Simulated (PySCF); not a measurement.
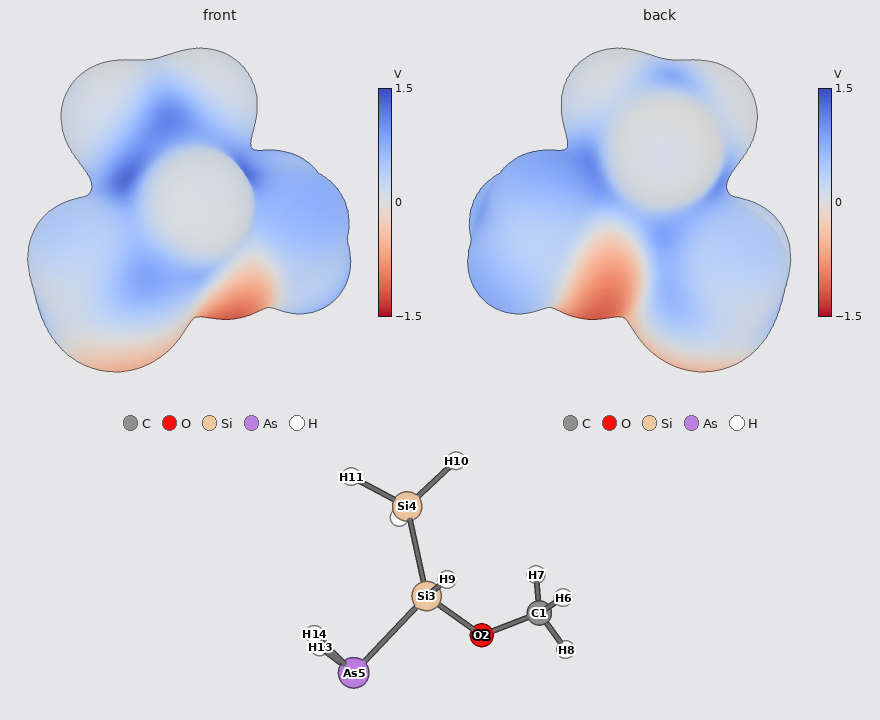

Figure. CH9AsOSi2. The electrostatic potential painted on the density surface at 0.002 e/bohr³, seen from the front and from behind; red is negative and blue positive. The bare structure is drawn below in the same view.

Geometry: GFN2-xTB.

Method: B3LYP/def2-SVPD, SCF density, gas phase (PySCF 2.14.0).

```yaml
atoms:
  - { symbol: C, position_ang: [2.2920, -0.1360, 0.1567] }
  - { symbol: O, position_ang: [1.1468, -0.9144, 0.2794] }
  - { symbol: Si, position_ang: [-0.2844, -0.4151, 0.9046] }
  - { symbol: Si, position_ang: [-1.0271, 1.5285, -0.1473] }
  - { symbol: As, position_ang: [-1.4637, -2.3981, 0.6460] }
  - { symbol: H, position_ang: [2.6329, 0.2058, 1.1369] }
  - { symbol: H, position_ang: [2.0996, 0.7402, -0.4688] }
  - { symbol: H, position_ang: [3.0736, -0.7411, -0.3028] }
  - { symbol: H, position_ang: [-0.0594, -0.1132, 2.3433] }
  - { symbol: H, position_ang: [-0.2200, 2.7207, 0.1512] }
  - { symbol: H, position_ang: [-2.4098, 1.8503, 0.2224] }
  - { symbol: H, position_ang: [-1.0063, 1.4134, -1.6134] }
  - { symbol: H, position_ang: [-2.2006, -1.8802, -0.5589] }
  - { symbol: H, position_ang: [-2.5741, -1.8614, 1.5085] }
```

**Describe the electrostatic potential map.**

The most negative region (about −1.1 V) lies over O2, the most positive (about +1.2 V) over Si3. O2 is the likeliest acceptor of a hydrogen bond.

**What dipole moment does the calculation give?**

Its dipole moment is 0.93 D.
